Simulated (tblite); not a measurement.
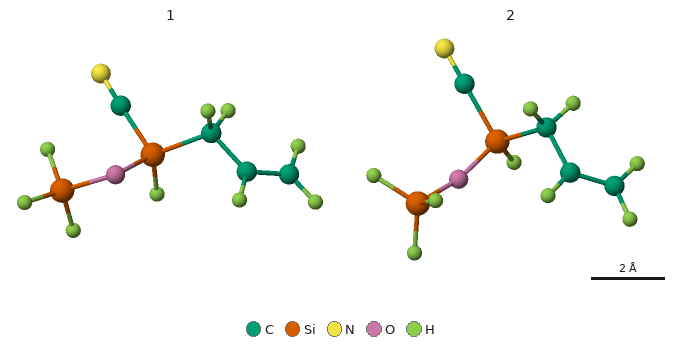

Two geometries of C$_{4}$H$_{9}$NOSi$_{2}$, drawn at one scale. One is the start of a relaxation, the other its converged end. A ball-and-stick model, seen at a tilt.

These are results of tblite 0.8.0, GFN2-xTB geometry optimisation, gas phase, not measurements. 

**Which geometry has the lower energy?**

Structure 2 is the relaxed one. An H atom moves most after the best rigid fit: 2.09 Å. By element the largest moves are H 2.09 Å, O 1.46 Å, Si 0.89 Å, N 0.70 Å, C 0.70 Å. Among the contacts that change: Si–Si 2.744 → 3.202 Å, O–Si 1.720 → 1.615 Å, O–Si 1.726 → 1.629 Å, C–Si 1.843 → 1.908 Å. Bond angles that change, for instance: Si–O–Si 105.6° → 161.6°, C–C–H 122.4° → 115.1°, H–Si–H 107.3° → 113.8°. Groups turn about O–Si by about 120°, O–Si by about 115°, C–Si by about 20°. Over 175 geometry steps the energy falls by 0.977 eV.
